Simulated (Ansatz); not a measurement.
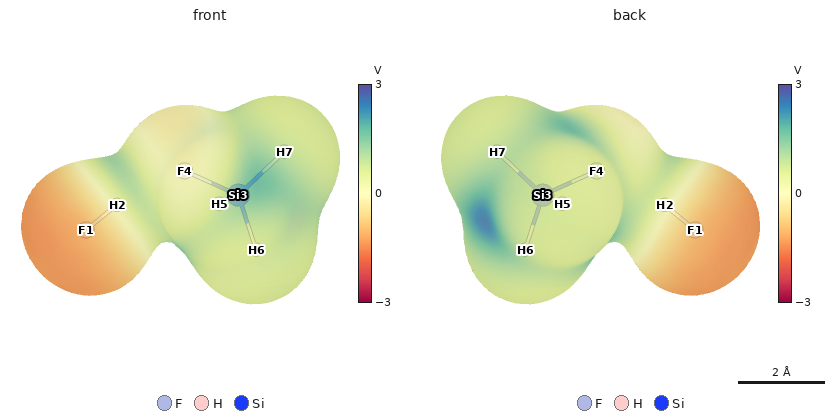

*HF···FH3Si (SMILES F.[SiH3]F). The electrostatic potential painted on the density surface at 0.002 e/bohr³, seen from the front and from behind; red is negative and blue positive.*

Geometry: PBE0-D4/def2-TZVP.

Computed with RKS PBE0-D4/def2-TZVPPD (Ansatz).

Input file:

```
crystal:
  periodic: [false, false, false]
  atoms:
    - {symbol: F, position_ang: [0.746281, 0.167214, -2.697092]}
    - {symbol: H, position_ang: [0.822062, -0.221802, -1.858633]}
    - {symbol: Si, position_ang: [-0.351207, 0.037801, 0.950086]}
    - {symbol: F, position_ang: [0.638847, -0.651890, -0.129722]}
    - {symbol: H, position_ang: [-1.733946, -0.129384, 0.453779]}
    - {symbol: H, position_ang: [0.023961, 1.464699, 1.047406]}
    - {symbol: H, position_ang: [-0.145999, -0.666739, 2.234176]}
basis:
  gaussian: {orbitals: "def2-TZVPPD.json"}
hamiltonian: {xc: pbe0, dispersion: d4}
output: {orbitals: {seedname: orbitals}}
```

Launched as:

```sh
ansatz run in.yaml --threads 2 --pin off --events-out ev --progress --plain --max-ram 5222MiB
```

> Describe the electrostatic potential map.

The most negative region (about −1.4 V) lies over F1, the most positive (about +2.4 V) over Si3.
